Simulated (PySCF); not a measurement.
# C3H5FS: NMR shifts, electronic excitations and K edges in gas and solvents, part 2 of 2

PySCF 2.14.0. Atoms count from 0.

## 8. Core excitations: BHandHLYP/def2-SVPD+aug-pcX-1+pcseg-1

What the job is given:

```
{"job": {"kind": "xas", "xc": "BHandHLYP", "basis": {"default": "aug-pcX-1", "H": "pcseg-1", "S": "def2-SVPD"}}, "charge": 0, "multiplicity": 1}
C     -1.615529     0.167997    -0.111749
S     -0.399020     1.409127     0.378441
C      1.132569     0.581233     0.315380
C      1.486044    -0.644828    -0.075685
F      0.632106    -1.560712    -0.540981
H     -2.587253     0.675187    -0.037116
H     -1.459555    -0.168709    -1.144211
H     -1.604294    -0.693675     0.567975
H      1.947641     1.219208     0.669004
H      2.517521    -1.004089    -0.042330
```

Method: core-valence-separated TDA BHandHLYP/aug-pcX-1 H:pcseg-1 S:def2-SVPD, K edges, non-relativistic, gas phase.

Output:

```text
coarse grid: 9072 points
cycle   1  E = -614.9764819749  dE =  5.627e-01  |g| = 4.243e-01  |ddm| = 3.604e+00
cycle   2  E = -614.9848120783  dE = -8.330e-03  |g| = 4.312e-01  |ddm| = 6.042e-01
cycle   3  E = -615.0126837868  dE = -2.787e-02  |g| = 4.774e-02  |ddm| = 2.831e-01
cycle   4  E = -615.0131218721  dE = -4.381e-04  |g| = 7.836e-03  |ddm| = 5.028e-02
cycle   5  E = -615.0131372192  dE = -1.535e-05  |g| = 4.180e-03  |ddm| = 1.609e-02
cycle   6  E = -615.0131410997  dE = -3.880e-06  |g| = 9.390e-04  |ddm| = 4.505e-03
final grid: 83840 points
cycle   7  E = -615.0573068488  dE = -5.520e-05  |g| = 3.489e-03  |ddm| = 3.530e-02
cycle   8  E = -615.0573065329  dE =  3.158e-07  |g| = 3.673e-03  |ddm| = 6.038e-03
cycle   9  E = -615.0573088996  dE = -2.367e-06  |g| = 3.604e-04  |ddm| = 2.632e-03
cycle  10  E = -615.0573089175  dE = -1.793e-08  |g| = 1.949e-04  |ddm| = 4.965e-04
cycle  11  E = -615.0573089267  dE = -9.227e-09  |g| = 2.924e-05  |ddm| = 2.042e-04
cycle  12  E = -615.0573089270  dE = -2.701e-10  |g| = 1.428e-05  |ddm| = 5.830e-05
converged SCF energy = -615.0573089270

C K edge
   eV          f      from atoms
  283.760   0.06109   C2
  284.964   0.06678   C3
  285.413   0.04615   C0
  286.094   0.03620   C2
  286.308   0.01564   C0
  286.641   0.01526   C2
  287.025   0.03263   C0
  287.106   0.02703   C0
  287.232   0.04280   C3
  287.552   0.00276   C2
  287.591   0.00559   C0
  287.779   0.00262   C0
  288.016   0.00084   C0
  288.117   0.00368   C2
  288.302   0.01645   C3
  288.340   0.00365   C2

F K edge
   eV          f      from atoms
  686.190   0.01812   F4
  686.206   0.01202   F4
  687.376   0.01575   F4
  687.862   0.00017   F4
  688.278   0.00271   F4
  688.526   0.00137   F4
  688.790   0.00110   F4
  689.225   0.00421   F4
```

It took 9 s on 1 thread of Arm Neoverse V1, shared host; peak memory 0.76 GiB.

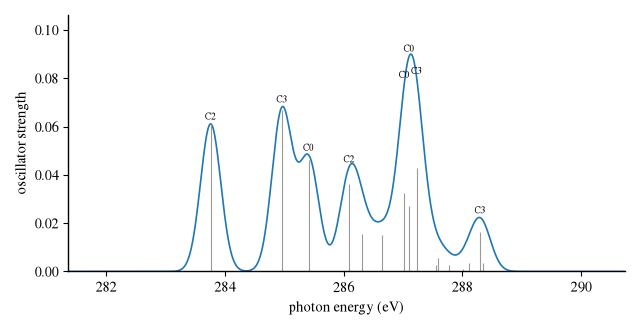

The C K edge. Lines are broadened to a width of 0.40 eV (Gaussian).

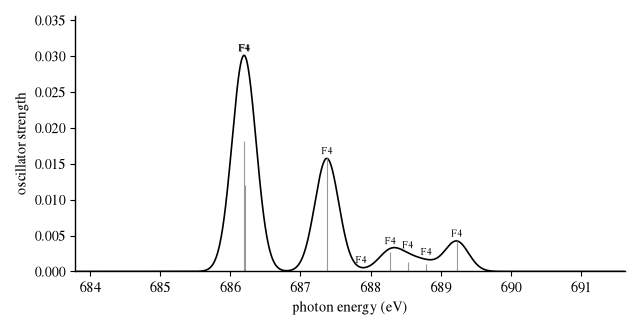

The F K edge. Lines are broadened to a width of 0.40 eV (Gaussian).

## 9. Side by side: NMR shifts

Shifts (ppm) of some atoms, chosen among heavy atoms and hydrogens apart, with basis size and wall time:

```csv
run,C3,C2,C0,H9,H8,S1,F4,functions,time
PBE0/pcSseg-1 in chloroform,155.5,111.8,19.5,7.06,4.78,-21,-143.1,117,7.9 s
PBE0/pcSseg-1 in dichloromethane,156.0,111.6,19.6,7.10,4.82,-23,-142.8,117,6.4 s
```

The continuum's effect on the ground state:

```csv
solvent,ε,polarisation energy (Eh),μ (D)
chloroform,4.71,-0.0045,0.59
dichloromethane,8.93,-0.0055,0.62
```

## 10. Side by side: electronic excitations

Excitations and ground-state properties, with basis size and wall time:

```csv
run,lowest singlet (eV),brightest (eV),f,gap (eV),α (Å³),μ (D),functions,time
CAM-B3LYP/def2-SVPD,5.37,6.04,0.292,8.57,8.90,0.33,150,15 s
CAM-B3LYP/def2-SVPD in chloroform,5.41,5.96,0.363,8.63,11.10,0.48,150,12 s
CAM-B3LYP/def2-SVPD in dichloromethane,5.42,5.97,0.363,8.64,11.62,0.51,150,12 s
```

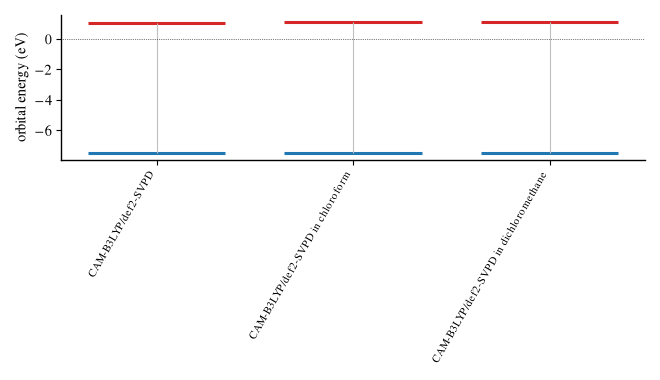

HOMO (blue) and LUMO (red) run by run.

The continuum's effect on the ground state:

```csv
solvent,ε,polarisation energy (Eh),μ (D)
chloroform,4.71,-0.0045,0.48
dichloromethane,8.93,-0.0055,0.51
```

## 11. What came out

What follows sums up all 2 parts.

```
                                                                          quantity                                                  value
                                              rotational constants (main isotopes)                                   6.82, 3.02, 2.12 GHz
                                13C shifts against TMS (PBE0/pcSseg-1, chloroform)                                 155.5, 111.8, 19.5 ppm
1H shifts against TMS (PBE0/pcSseg-1, chloroform, means over atoms taken as alike)                                   7.06, 4.78, 2.51 ppm
                                33S shifts against CS2 (PBE0/pcSseg-1, chloroform)                                                -21 ppm
                              19F shifts against CFCl3 (PBE0/pcSseg-1, chloroform)                                             -143.1 ppm
                                              lowest singlet (CAM-B3LYP/def2-SVPD)                            5.37 eV (231 nm), f = 0.002
                                          brightest single state of those computed                            state 3, 6.04 eV, f = 0.292
                                                                          C K edge  first line 283.76 eV, strongest 284.96 eV (f = 0.067)
                                                                          F K edge  first line 686.19 eV, strongest 686.19 eV (f = 0.018)
                                                          range of the shift of S1                                         -23 to -21 ppm
                                                       range of the lowest singlet                                        5.37 to 5.42 eV
```

What this shows: Relaxing lowered the energy by 0.137 eV in 8 steps; the close pair that moved most is C3–H9, from 1.047 to 1.093 Å. No frequency check was run at this level, so the end point may be a saddle. At PBE0/pcSseg-1: The widest tensor belongs to S1: span 309 ppm, with a paramagnetic part of -539 ppm. The first singlet state (HOMO→LUMO 0.79, HOMO→LUMO+8 0.09) lies at 5.37 eV and is weak; of the 6 states computed, the strongest absorption comes from state 3 at 6.04 eV. At the C edge the strongest single line lifts a 1s electron of C3 into LUMO+2 (weight 0.75), 1.2 eV above the first line. At the F edge the strongest single line lifts a 1s electron of F4 into several orbitals, led by LUMO+2 (weight 0.23), and it is the first line. Absolute edge energies from this method are off by several eV; spacings are better. In ppm, S1 moves most: its shift spreads over 2 ppm, from -23 (PBE0/pcSseg-1 in dichloromethane) to -21 (PBE0/pcSseg-1 in chloroform). The continuum holds electrostatics alone: no hydrogen bonds to the solvent, and the gas-phase geometry is kept. The lowest singlet runs from 5.37 eV (CAM-B3LYP/def2-SVPD) to 5.42 eV (CAM-B3LYP/def2-SVPD in dichloromethane), while the orbital gap spans 8.57 to 8.64 eV. The lowest state need not be the same one in every run.
